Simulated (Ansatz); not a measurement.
## CH₇O₃Si: molecular dynamics (part 1 of 3)

- system: CH₇O₃Si, multiplicity 2
- method: UKS BHLYP-D4/def2-SVP (Ansatz 0.2.0)

It belongs to a series of runs on one base structure; here: dynamics from the highest image of the converged band. Figures and captions count atoms from 1; the log counts them from 0 in places.

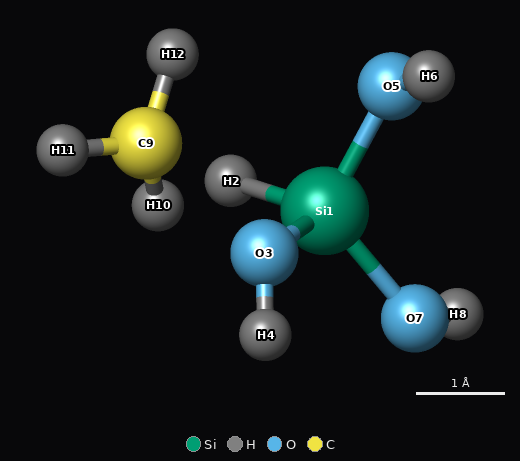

Fig. 1: The starting structure (ball-and-stick view, seen at a tilt; atoms are numbered from 1 in the order of the input).

Key numbers

```json
{"quantity": "outcome", "value": "finished"}
{"quantity": "mean temperature over the second half", "value": "500 K"}
{"quantity": "trajectory", "value": "200 steps, 100 fs"}
{"quantity": "ensemble", "value": "nve"}
{"quantity": "temperature in the input", "value": "300.0 K"}
{"quantity": "time step", "value": "0.5 fs"}
{"quantity": "potential energy (last step)", "value": "−15159.6461 eV"}
{"quantity": "mean-field energy (last step)", "value": "−15159.4644 eV"}
{"quantity": "⟨S²⟩ (last step)", "value": "0.755"}
{"quantity": "largest force (length of the vector) (last step)", "value": "1.510 eV/Å"}
{"quantity": "hardware", "value": "4 threads of AMD EPYC (Zen 5), 32 GiB of memory available, shared host"}
{"quantity": "wall time", "value": "3.1 min (CPU time 12 min)"}
{"quantity": "peak memory", "value": "0.34 GiB"}
```

Remarks

So short a trajectory is not equilibrated.

Input
```yaml
crystal:
  periodic: [false, false, false]
  atoms:
    - { symbol: Si, position_ang: [-0.114332, -0.190546, 0.156665] }
    - { symbol: H, position_ang: [-0.027768, -0.092722, 1.807048] }
    - { symbol: O, position_ang: [1.318022, 0.059461, -0.617036] }
    - { symbol: H, position_ang: [1.777487, -0.714389, -0.933383] }
    - { symbol: O, position_ang: [-1.13968, 1.023688, -0.264961] }
    - { symbol: H, position_ang: [-1.088409, 1.350201, -1.161275] }
    - { symbol: O, position_ang: [-0.607999, -1.676771, -0.378868] }
    - { symbol: H, position_ang: [-1.40961, -2.050043, -0.023399] }
    - { symbol: C, position_ang: [0.040327, 0.130543, 3.259825] }
    - { symbol: H, position_ang: [-0.186984, -0.844603, 3.685117] }
    - { symbol: H, position_ang: [1.063285, 0.465264, 3.415516] }
    - { symbol: H, position_ang: [-0.717038, 0.891315, 3.433048] }
magnetization:
  spin_polarized: true
  initial_magnetization: 1
basis:
  gaussian: { orbitals: def2-SVP }
hamiltonian:
  xc: { name: BHLYP }
  dispersion: d4
md:
  timestep: 0.5
  n_steps: 200
  ensemble: nve
  temperature: 300.0
  initial_velocities: maxwell_boltzmann
  seed: 11058
```

Launch command:
```bash
ansatz run input.yaml --threads 4 --pin off --max-ram 5120MiB --backend cpu --events-out ev --progress --plain --runs-dir out
```

Log
```
Engine: ansatz 0.2.0, x86_64-unknown-linux-gnu
Functional definition: BHLYP
  parameter a = 0.5
  exchange = (1 - a)*b88_x + a*exact_x
  correlation = lyp_c
1137 factors; integrals over basis functions are off by at most 3.3e-4 eV
mean field evaluation 1: about -15149.7056 eV, gradient 5.1e1 eV
mean field evaluation 2: about -15149.3965 eV, gradient 5.2e1 eV
mean field evaluation 4: about -15159.1241 eV, gradient 1.3e0 eV
mean field evaluation 8: about -15159.1631 eV, gradient 5.2e-2 eV
mean field evaluation 16: about -15159.1631 eV, gradient 1.0e-4 eV
mean field -15159.16314832 eV, -557.0889704510 hartree, gradient 1.2e-5 eV, S^2 0.762168; 0 other end points of the search recorded, 0 dependent functions left out
the calculation of the forces begins
reference -15159.16331768 eV, -557.0889766748 hartree; 26, 25 occupied and 83, 84 virtual orbitals, 1137 factors
md step     0: t =     0.00 fs  T =   300.0 K  F+E_penalty+E_count = -15159.40997360 eV  E_kin = 0.387780 eV  conserved = -15159.02219360 eV  (31 SCF iters)
these checks for a lower state are left out or cut short: starts, cluster_reference, orbital_swaps, neighbouring_geometries, increment
1137 factors; integrals over basis functions are off by at most 3.3e-4 eV
mean field -15159.15383241 eV, -557.0886280977 hartree, gradient 9.2e-6 eV, S^2 0.762131; 0 other end points of the search recorded, 0 dependent functions left out
the calculation of the forces begins
reference -15159.15400183 eV, -557.0886343235 hartree; 26, 25 occupied and 83, 84 virtual orbitals, 1137 factors
md step     1: t =     0.50 fs  T =   292.8 K  F+E_penalty+E_count = -15159.40049309 eV  E_kin = 0.378533 eV  conserved = -15159.02196040 eV  (36 SCF iters, 3 dispersion substeps)
[... from here on the SCF iterations and repeated set-up lines of each step are left out, up to the last step ...]
md step     2: t =     1.00 fs  T =   273.9 K  F+E_penalty+E_count = -15159.37547211 eV  E_kin = 0.354051 eV  conserved = -15159.02142161 eV  (36 SCF iters, 3 dispersion substeps)
md step     3: t =     1.50 fs  T =   249.4 K  F+E_penalty+E_count = -15159.34323294 eV  E_kin = 0.322427 eV  conserved = -15159.02080600 eV  (36 SCF iters, 3 dispersion substeps)
md step     4: t =     2.00 fs  T =   226.7 K  F+E_penalty+E_count = -15159.31334086 eV  E_kin = 0.292987 eV  conserved = -15159.02035380 eV  (28 SCF iters, 3 dispersion substeps)
md step     5: t =     2.50 fs  T =   210.9 K  F+E_penalty+E_count = -15159.29283019 eV  E_kin = 0.272598 eV  conserved = -15159.02023244 eV  (28 SCF iters, 3 dispersion substeps)
md step     6: t =     3.00 fs  T =   203.6 K  F+E_penalty+E_count = -15159.28359472 eV  E_kin = 0.263125 eV  conserved = -15159.02046977 eV  (30 SCF iters, 3 dispersion substeps)
md step     7: t =     3.50 fs  T =   202.0 K  F+E_penalty+E_count = -15159.28197686 eV  E_kin = 0.261042 eV  conserved = -15159.02093440 eV  (36 SCF iters, 3 dispersion substeps)
md step     8: t =     4.00 fs  T =   200.7 K  F+E_penalty+E_count = -15159.28083603 eV  E_kin = 0.259454 eV  conserved = -15159.02138233 eV  (36 SCF iters, 3 dispersion substeps)
md step     9: t =     4.50 fs  T =   194.8 K  F+E_penalty+E_count = -15159.27334940 eV  E_kin = 0.251790 eV  conserved = -15159.02155950 eV  (36 SCF iters, 3 dispersion substeps)
md step    10: t =     5.00 fs  T =   182.3 K  F+E_penalty+E_count = -15159.25691135 eV  E_kin = 0.235576 eV  conserved = -15159.02133487 eV  (36 SCF iters, 3 dispersion substeps)
md step    11: t =     5.50 fs  T =   165.8 K  F+E_penalty+E_count = -15159.23506613 eV  E_kin = 0.214259 eV  conserved = -15159.02080734 eV  (36 SCF iters, 3 dispersion substeps)
md step    12: t =     6.00 fs  T =   151.4 K  F+E_penalty+E_count = -15159.21592122 eV  E_kin = 0.195638 eV  conserved = -15159.02028356 eV  (29 SCF iters, 3 dispersion substeps)
md step    13: t =     6.50 fs  T =   145.0 K  F+E_penalty+E_count = -15159.20750788 eV  E_kin = 0.187436 eV  conserved = -15159.02007165 eV  (30 SCF iters, 3 dispersion substeps)
md step    14: t =     7.00 fs  T =   149.3 K  F+E_penalty+E_count = -15159.21318577 eV  E_kin = 0.192944 eV  conserved = -15159.02024169 eV  (29 SCF iters, 3 dispersion substeps)
md step    15: t =     7.50 fs  T =   162.4 K  F+E_penalty+E_count = -15159.23054075 eV  E_kin = 0.209935 eV  conserved = -15159.02060622 eV  (29 SCF iters, 3 dispersion substeps)
md step    16: t =     8.00 fs  T =   180.4 K  F+E_penalty+E_count = -15159.25408384 eV  E_kin = 0.233155 eV  conserved = -15159.02092841 eV  (36 SCF iters, 3 dispersion substeps)
md step    17: t =     8.50 fs  T =   199.4 K  F+E_penalty+E_count = -15159.27881262 eV  E_kin = 0.257704 eV  conserved = -15159.02110873 eV  (37 SCF iters, 3 dispersion substeps)
md step    18: t =     9.00 fs  T =   217.1 K  F+E_penalty+E_count = -15159.30186911 eV  E_kin = 0.280678 eV  conserved = -15159.02119156 eV  (31 SCF iters, 3 dispersion substeps)
md step    19: t =     9.50 fs  T =   232.7 K  F+E_penalty+E_count = -15159.32201994 eV  E_kin = 0.300756 eV  conserved = -15159.02126434 eV  (35 SCF iters, 3 dispersion substeps)
md step    20: t =    10.00 fs  T =   245.2 K  F+E_penalty+E_count = -15159.33836567 eV  E_kin = 0.316992 eV  conserved = -15159.02137379 eV  (35 SCF iters, 3 dispersion substeps)
md step    21: t =    10.50 fs  T =   253.8 K  F+E_penalty+E_count = -15159.34958915 eV  E_kin = 0.328090 eV  conserved = -15159.02149887 eV  (35 SCF iters, 3 dispersion substeps)
md step    22: t =    11.00 fs  T =   257.3 K  F+E_penalty+E_count = -15159.35417372 eV  E_kin = 0.332593 eV  conserved = -15159.02158026 eV  (35 SCF iters, 3 dispersion substeps)
md step    23: t =    11.50 fs  T =   255.1 K  F+E_penalty+E_count = -15159.35124015 eV  E_kin = 0.329679 eV  conserved = -15159.02156100 eV  (35 SCF iters, 3 dispersion substeps)
md step    24: t =    12.00 fs  T =   247.6 K  F+E_penalty+E_count = -15159.34140946 eV  E_kin = 0.319997 eV  conserved = -15159.02141248 eV  (36 SCF iters, 3 dispersion substeps)
md step    25: t =    12.50 fs  T =   236.8 K  F+E_penalty+E_count = -15159.32728589 eV  E_kin = 0.306149 eV  conserved = -15159.02113654 eV  (36 SCF iters, 3 dispersion substeps)
md step    26: t =    13.00 fs  T =   226.4 K  F+E_penalty+E_count = -15159.31345843 eV  E_kin = 0.292689 eV  conserved = -15159.02076978 eV  (36 SCF iters, 3 dispersion substeps)
md step    27: t =    13.50 fs  T =   220.8 K  F+E_penalty+E_count = -15159.30587211 eV  E_kin = 0.285456 eV  conserved = -15159.02041657 eV  (28 SCF iters, 3 dispersion substeps)
md step    28: t =    14.00 fs  T =   224.2 K  F+E_penalty+E_count = -15159.31009377 eV  E_kin = 0.289829 eV  conserved = -15159.02026433 eV  (28 SCF iters, 3 dispersion substeps)
md step    29: t =    14.50 fs  T =   238.2 K  F+E_penalty+E_count = -15159.32840542 eV  E_kin = 0.307924 eV  conserved = -15159.02048183 eV  (28 SCF iters, 3 dispersion substeps)
md step    30: t =    15.00 fs  T =   260.2 K  F+E_penalty+E_count = -15159.35734230 eV  E_kin = 0.336307 eV  conserved = -15159.02103535 eV  (28 SCF iters, 3 dispersion substeps)
md step    31: t =    15.50 fs  T =   283.7 K  F+E_penalty+E_count = -15159.38829141 eV  E_kin = 0.366646 eV  conserved = -15159.02164519 eV  (36 SCF iters, 3 dispersion substeps)
md step    32: t =    16.00 fs  T =   301.5 K  F+E_penalty+E_count = -15159.41169567 eV  E_kin = 0.389713 eV  conserved = -15159.02198241 eV  (36 SCF iters, 3 dispersion substeps)
md step    33: t =    16.50 fs  T =   309.6 K  F+E_penalty+E_count = -15159.42203235 eV  E_kin = 0.400131 eV  conserved = -15159.02190159 eV  (36 SCF iters, 3 dispersion substeps)
md step    34: t =    17.00 fs  T =   308.4 K  F+E_penalty+E_count = -15159.42014880 eV  E_kin = 0.398656 eV  conserved = -15159.02149323 eV  (37 SCF iters, 3 dispersion substeps)
md step    35: t =    17.50 fs  T =   302.5 K  F+E_penalty+E_count = -15159.41203688 eV  E_kin = 0.391061 eV  conserved = -15159.02097608 eV  (37 SCF iters, 3 dispersion substeps)
md step    36: t =    18.00 fs  T =   297.8 K  F+E_penalty+E_count = -15159.40552763 eV  E_kin = 0.384960 eV  conserved = -15159.02056743 eV  (28 SCF iters, 3 dispersion substeps)
md step    37: t =    18.50 fs  T =   299.0 K  F+E_penalty+E_count = -15159.40687802 eV  E_kin = 0.386469 eV  conserved = -15159.02040889 eV  (32 SCF iters, 3 dispersion substeps)
md step    38: t =    19.00 fs  T =   307.9 K  F+E_penalty+E_count = -15159.41849287 eV  E_kin = 0.397951 eV  conserved = -15159.02054187 eV  (28 SCF iters, 3 dispersion substeps)
md step    39: t =    19.50 fs  T =   322.9 K  F+E_penalty+E_count = -15159.43825101 eV  E_kin = 0.417347 eV  conserved = -15159.02090434 eV  (28 SCF iters, 3 dispersion substeps)
md step    40: t =    20.00 fs  T =   339.7 K  F+E_penalty+E_count = -15159.46049654 eV  E_kin = 0.439153 eV  conserved = -15159.02134341 eV  (28 SCF iters, 3 dispersion substeps)
md step    41: t =    20.50 fs  T =   353.4 K  F+E_penalty+E_count = -15159.47849838 eV  E_kin = 0.456853 eV  conserved = -15159.02164587 eV  (36 SCF iters, 3 dispersion substeps)
md step    42: t =    21.00 fs  T =   360.6 K  F+E_penalty+E_count = -15159.48777872 eV  E_kin = 0.466156 eV  conserved = -15159.02162317 eV  (36 SCF iters, 3 dispersion substeps)
md step    43: t =    21.50 fs  T =   361.8 K  F+E_penalty+E_count = -15159.48893458 eV  E_kin = 0.467692 eV  conserved = -15159.02124210 eV  (36 SCF iters, 3 dispersion substeps)
md step    44: t =    22.00 fs  T =   361.5 K  F+E_penalty+E_count = -15159.48797365 eV  E_kin = 0.467256 eV  conserved = -15159.02071796 eV  (28 SCF iters, 3 dispersion substeps)
md step    45: t =    22.50 fs  T =   365.5 K  F+E_penalty+E_count = -15159.49293016 eV  E_kin = 0.472504 eV  conserved = -15159.02042617 eV  (28 SCF iters, 3 dispersion substeps)
md step    46: t =    23.00 fs  T =   377.2 K  F+E_penalty+E_count = -15159.50824445 eV  E_kin = 0.487622 eV  conserved = -15159.02062273 eV  (27 SCF iters, 3 dispersion substeps)
md step    47: t =    23.50 fs  T =   394.4 K  F+E_penalty+E_count = -15159.53099388 eV  E_kin = 0.509767 eV  conserved = -15159.02122691 eV  (36 SCF iters, 3 dispersion substeps)
md step    48: t =    24.00 fs  T =   410.2 K  F+E_penalty+E_count = -15159.55207514 eV  E_kin = 0.530173 eV  conserved = -15159.02190241 eV  (36 SCF iters, 3 dispersion substeps)
md step    49: t =    24.50 fs  T =   416.9 K  F+E_penalty+E_count = -15159.56123477 eV  E_kin = 0.538917 eV  conserved = -15159.02231809 eV  (36 SCF iters, 3 dispersion substeps)
md step    50: t =    25.00 fs  T =   409.9 K  F+E_penalty+E_count = -15159.55214628 eV  E_kin = 0.529821 eV  conserved = -15159.02232546 eV  (36 SCF iters, 3 dispersion substeps)
md step    51: t =    25.50 fs  T =   389.0 K  F+E_penalty+E_count = -15159.52482796 eV  E_kin = 0.502871 eV  conserved = -15159.02195665 eV  (35 SCF iters, 3 dispersion substeps)
md step    52: t =    26.00 fs  T =   358.9 K  F+E_penalty+E_count = -15159.48523156 eV  E_kin = 0.463882 eV  conserved = -15159.02134916 eV  (36 SCF iters, 3 dispersion substeps)
md step    53: t =    26.50 fs  T =   326.8 K  F+E_penalty+E_count = -15159.44306931 eV  E_kin = 0.422382 eV  conserved = -15159.02068727 eV  (28 SCF iters, 3 dispersion substeps)
md step    54: t =    27.00 fs  T =   300.7 K  F+E_penalty+E_count = -15159.40885122 eV  E_kin = 0.388687 eV  conserved = -15159.02016450 eV  (28 SCF iters, 3 dispersion substeps)
md step    55: t =    27.50 fs  T =   286.9 K  F+E_penalty+E_count = -15159.39081653 eV  E_kin = 0.370878 eV  conserved = -15159.01993831 eV  (28 SCF iters, 3 dispersion substeps)
md step    56: t =    28.00 fs  T =   288.1 K  F+E_penalty+E_count = -15159.39252084 eV  E_kin = 0.372453 eV  conserved = -15159.02006738 eV  (28 SCF iters, 3 dispersion substeps)
md step    57: t =    28.50 fs  T =   302.9 K  F+E_penalty+E_count = -15159.41201840 eV  E_kin = 0.391553 eV  conserved = -15159.02046517 eV  (28 SCF iters, 3 dispersion substeps)
md step    58: t =    29.00 fs  T =   326.7 K  F+E_penalty+E_count = -15159.44326065 eV  E_kin = 0.422336 eV  conserved = -15159.02092468 eV  (31 SCF iters, 3 dispersion substeps)
md step    59: t =    29.50 fs  T =   354.3 K  F+E_penalty+E_count = -15159.47924255 eV  E_kin = 0.458005 eV  conserved = -15159.02123774 eV  (28 SCF iters, 3 dispersion substeps)
md step    60: t =    30.00 fs  T =   382.0 K  F+E_penalty+E_count = -15159.51507136 eV  E_kin = 0.493725 eV  conserved = -15159.02134654 eV  (36 SCF iters, 3 dispersion substeps)
md step    61: t =    30.50 fs  T =   408.0 K  F+E_penalty+E_count = -15159.54878326 eV  E_kin = 0.527402 eV  conserved = -15159.02138164 eV  (28 SCF iters, 3 dispersion substeps)
md step    62: t =    31.00 fs  T =   431.7 K  F+E_penalty+E_count = -15159.57945839 eV  E_kin = 0.557952 eV  conserved = -15159.02150632 eV  (28 SCF iters, 3 dispersion substeps)
md step    63: t =    31.50 fs  T =   451.2 K  F+E_penalty+E_count = -15159.60491485 eV  E_kin = 0.583200 eV  conserved = -15159.02171488 eV  (36 SCF iters, 3 dispersion substeps)
md step    64: t =    32.00 fs  T =   464.2 K  F+E_penalty+E_count = -15159.62181692 eV  E_kin = 0.599986 eV  conserved = -15159.02183141 eV  (36 SCF iters, 3 dispersion substeps)
md step    65: t =    32.50 fs  T =   469.2 K  F+E_penalty+E_count = -15159.62822050 eV  E_kin = 0.606514 eV  conserved = -15159.02170618 eV  (36 SCF iters, 3 dispersion substeps)
md step    66: t =    33.00 fs  T =   467.6 K  F+E_penalty+E_count = -15159.62581132 eV  E_kin = 0.604452 eV  conserved = -15159.02135936 eV  (36 SCF iters, 3 dispersion substeps)
md step    67: t =    33.50 fs  T =   463.2 K  F+E_penalty+E_count = -15159.61967818 eV  E_kin = 0.598727 eV  conserved = -15159.02095095 eV  (28 SCF iters, 3 dispersion substeps)
md step    68: t =    34.00 fs  T =   460.6 K  F+E_penalty+E_count = -15159.61597619 eV  E_kin = 0.595323 eV  conserved = -15159.02065308 eV  (27 SCF iters, 3 dispersion substeps)
md step    69: t =    34.50 fs  T =   463.2 K  F+E_penalty+E_count = -15159.61927604 eV  E_kin = 0.598711 eV  conserved = -15159.02056490 eV  (28 SCF iters, 3 dispersion substeps)
md step    70: t =    35.00 fs  T =   472.1 K  F+E_penalty+E_count = -15159.63094672 eV  E_kin = 0.610249 eV  conserved = -15159.02069748 eV  (28 SCF iters, 3 dispersion substeps)
md step    71: t =    35.50 fs  T =   485.8 K  F+E_penalty+E_count = -15159.64889332 eV  E_kin = 0.627895 eV  conserved = -15159.02099877 eV  (28 SCF iters, 3 dispersion substeps)
md step    72: t =    36.00 fs  T =   500.5 K  F+E_penalty+E_count = -15159.66835249 eV  E_kin = 0.646975 eV  conserved = -15159.02137720 eV  (28 SCF iters, 3 dispersion substeps)
md step    73: t =    36.50 fs  T =   511.9 K  F+E_penalty+E_count = -15159.68338741 eV  E_kin = 0.661674 eV  conserved = -15159.02171302 eV  (36 SCF iters, 3 dispersion substeps)
md step    74: t =    37.00 fs  T =   516.0 K  F+E_penalty+E_count = -15159.68884260 eV  E_kin = 0.666967 eV  conserved = -15159.02187588 eV  (36 SCF iters, 3 dispersion substeps)
md step    75: t =    37.50 fs  T =   511.1 K  F+E_penalty+E_count = -15159.68241038 eV  E_kin = 0.660639 eV  conserved = -15159.02177116 eV  (36 SCF iters, 3 dispersion substeps)
md step    76: t =    38.00 fs  T =   498.7 K  F+E_penalty+E_count = -15159.66601192 eV  E_kin = 0.644588 eV  conserved = -15159.02142376 eV  (36 SCF iters, 3 dispersion substeps)
md step    77: t =    38.50 fs  T =   483.0 K  F+E_penalty+E_count = -15159.64528676 eV  E_kin = 0.624269 eV  conserved = -15159.02101769 eV  (28 SCF iters, 3 dispersion substeps)
md step    78: t =    39.00 fs  T =   468.7 K  F+E_penalty+E_count = -15159.62669436 eV  E_kin = 0.605891 eV  conserved = -15159.02080305 eV  (31 SCF iters, 3 dispersion substeps)
md step    79: t =    39.50 fs  T =   458.7 K  F+E_penalty+E_count = -15159.61376039 eV  E_kin = 0.592874 eV  conserved = -15159.02088607 eV  (28 SCF iters, 3 dispersion substeps)
md step    80: t =    40.00 fs  T =   452.1 K  F+E_penalty+E_count = -15159.60549757 eV  E_kin = 0.584372 eV  conserved = -15159.02112554 eV  (28 SCF iters, 3 dispersion substeps)
md step    81: t =    40.50 fs  T =   446.5 K  F+E_penalty+E_count = -15159.59845465 eV  E_kin = 0.577183 eV  conserved = -15159.02127118 eV  (28 SCF iters, 3 dispersion substeps)
md step    82: t =    41.00 fs  T =   440.4 K  F+E_penalty+E_count = -15159.59043702 eV  E_kin = 0.569253 eV  conserved = -15159.02118361 eV  (27 SCF iters, 3 dispersion substeps)
```
